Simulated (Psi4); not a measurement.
**AlH (SMILES [AlH]): CAM-B3LYP/def2-TZVP (sweep point 6)**

What is the vertical ionisation energy of AlH at CAM-B3LYP/def2-TZVP (sweep point 6)? 

Program for the calculation: Psi4 1.11.

4 further runs of the same task are left out: 4 set aside as unsound or not needed.

### 1 The molecule

The species is AlH (2 atoms), meant as a singlet with charge 0. As SMILES, `[AlH]`. The coordinates come from a PBE0-D4/def2-TZVP relaxation.

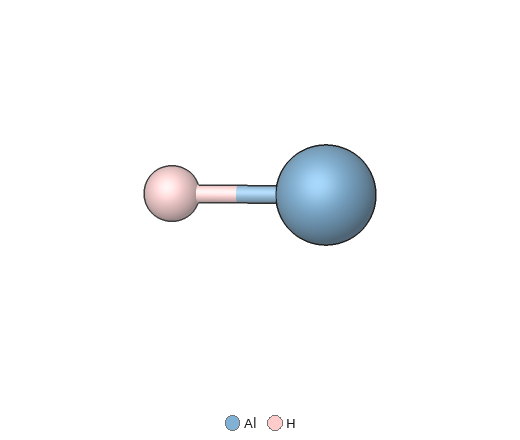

The structure, seen from a chosen angle (aluminium light blue, hydrogen pink).

### 2 A single-point energy at CAM-B3LYP/def2-TZVP (sweep point 6)

The input, job.py:

```python
import psi4

psi4.set_memory(1600000000)
psi4.set_num_threads(1)
psi4.core.set_output_file('psi4.out', False)

geom = psi4.geometry("""
0 1
Al     0.00000000     0.00000000    -0.04845258
H      0.00000000     0.00000000     3.09746899
units bohr
symmetry c1
""")

psi4.set_options({
    'basis': 'def2-TZVP',
    'puream': True,
    'scf_type': 'pk',
    'dft_radial_points': 99,
    'dft_spherical_points': 590,
})

energy_value, wavefunction = psi4.energy("cam-b3lyp", return_wfn=True)
print(f'cam-b3lyp energy: {energy_value:.10f} Eh')
```

The run is started by

```console
$ python job.py
```

psi4.out:

```text
[...]
  Running in c1 symmetry.
[...]
  Nuclear repulsion =    4.132334424344851
[...]
  Multiplicity = 1
[...]
  Nalpha       = 7
  Nbeta        = 7
[...]
    Number of basis functions: 43
[...]
   @RKS iter   1:  -242.97000525394569   -4.56203e-01   4.82913e-03 DIIS/ADIIS
[...]
   @RKS iter   6:  -242.98277420254900   -5.08701e-08   4.69136e-07 DIIS
[...]
    Orbital Energies [Eh]
    ---------------------
    Doubly Occupied:
       1A    -56.108662     2A     -4.214595     3A     -2.768834
       4A     -2.768834     5A     -2.761038     6A     -0.429093
       7A     -0.257968
[...]
  @RKS Final Energy:  -242.98277420254900
   => Energetics <=
    Nuclear Repulsion Energy =              4.1323344243448510
    One-Electron Energy =                -345.6906932230161260
    Two-Electron Energy =                 112.9251805423009074
    DFT Exchange-Correlation Energy =     -14.3495959461786153
    Empirical Dispersion Energy =           0.0000000000000000
    VV10 Nonlocal Energy =                  0.0000000000000000
    Total Energy =                       -242.9827742025490238
[...]
 Multipole Moments:
 ------------------------------------------------------------------------------------
     Multipole            Electronic (a.u.)      Nuclear  (a.u.)        Total (a.u.)
 ------------------------------------------------------------------------------------
 L = 1.  Multiply by 2.5417464519 to convert [e a0] to [Debye]
 Dipole X            :         -0.0000000            0.0000000           -0.0000000
 Dipole Y            :          0.0000000            0.0000000            0.0000000
 Dipole Z            :         -1.6357408            1.5600499           -0.0756909
 Magnitude           :                                                    0.0756909
[...]
```

On the terminal:

```text
cam-b3lyp energy: -242.9827742025 Eh
```

It took 4.2 s on 1 thread of Intel Xeon at 2.70GHz, shared host; peak memory 0.35 GiB.

### 3 The doublet cation at the same level

The input, job.py:

```python
import psi4

psi4.set_memory(1600000000)
psi4.set_num_threads(1)
psi4.set_output_file('run.log', False)

mol = psi4.geometry("""
1 2
Al     0.00000000     0.00000000    -0.04845258
H      0.00000000     0.00000000     3.09746899
units au
symmetry c1
""")

psi4.set_options({
    'basis': 'def2-TZVP',
    'reference': 'uks',
    'puream': True,
    'scf_type': 'pk',
    'dft_radial_points': 99,
    'dft_spherical_points': 590,
    'maxiter': 100,
})

e, wfn = psi4.energy('cam-b3lyp', return_wfn=True)
print(f'cam-b3lyp energy: {e:.10f} Eh')
```

The run is started by

```console
$ python job.py
```

run.log:

```text
[...]
  Running in c1 symmetry.
[...]
  Nuclear repulsion =    4.132334424344851
[...]
  Multiplicity = 2
[...]
  Nalpha       = 7
  Nbeta        = 6
[...]
    Number of basis functions: 43
[...]
   @UKS iter   1:  -242.65613923197631   -1.42337e-01   4.16769e-03 ADIIS/DIIS
[...]
   @UKS iter   8:  -242.68022970389080   -8.16663e-08   5.90921e-07 DIIS
[...]
   @S^2 Observed:                7.626897636E-01
[...]
    Orbital Energies [Eh]
    ---------------------
    Alpha Occupied:
       1A    -56.439715     2A     -4.541084     3A     -3.094199
       4A     -3.094199     5A     -3.090198     6A     -0.729324
       7A     -0.565016
    Alpha Virtual:
       8A     -0.271942     9A     -0.271942    10A     -0.146596
      11A     -0.047782    12A     -0.038615    13A     -0.038615
      14A     -0.020152    15A     -0.020152    16A      0.005801
      17A      0.034827    18A      0.034827    19A      0.122835
      20A      0.217356    21A      0.499980    22A      0.499980
      23A      0.502124    24A      0.502124    25A      0.503956
[...]
  @UKS Final Energy:  -242.68022970389080
   => Energetics <=
    Nuclear Repulsion Energy =              4.1323344243448510
    One-Electron Energy =                -341.3238994001016522
    Two-Electron Energy =                 108.7209236783611743
    DFT Exchange-Correlation Energy =     -14.2095884064951399
    Empirical Dispersion Energy =           0.0000000000000000
    VV10 Nonlocal Energy =                  0.0000000000000000
    Total Energy =                       -242.6802297038907739
[...]
 Multipole Moments:
 ------------------------------------------------------------------------------------
     Multipole            Electronic (a.u.)      Nuclear  (a.u.)        Total (a.u.)
 ------------------------------------------------------------------------------------
 L = 1.  Multiply by 2.5417464519 to convert [e a0] to [Debye]
 Dipole X            :         -0.0000000            0.0000000           -0.0000000
 Dipole Y            :          0.0000000            0.0000000            0.0000000
 Dipole Z            :         -1.6863194            1.5600499           -0.1262695
 Magnitude           :                                                    0.1262695
[...]
```

Standard output:

```text
cam-b3lyp energy: -242.6802297039 Eh
```

It took 6 s on 1 thread of Intel Xeon at 2.70GHz, shared host; peak memory 0.35 GiB.

### 4 Outcome

At CAM-B3LYP/def2-TZVP (sweep point 6):

| quantity | value |
| --- | --- |
| singlet AlH: total energy | -242.98277 Eh |
| singlet AlH: dipole moment | 0.19 D |
| singlet AlH: HOMO energy | -7.02 eV |
| singlet AlH: LUMO energy | -0.79 eV |
| singlet AlH: HOMO–LUMO gap | 6.23 eV |
| doublet cation: total energy | -242.68023 Eh |
| doublet cation: HOMO energy (highest over α and β) | -15.37 eV |
| doublet cation: LUMO energy (lowest over α and β) | -9.50 eV |
| doublet cation: ⟨S²⟩ | 0.763 |
| vertical ionisation energy (to the doublet cation) | 8.233 eV |

In words: Removing an electron at fixed nuclei costs 8.23 eV (794 kJ/mol). The negative HOMO energy of the first species, 7.02 eV, lies 1.21 eV below that difference.
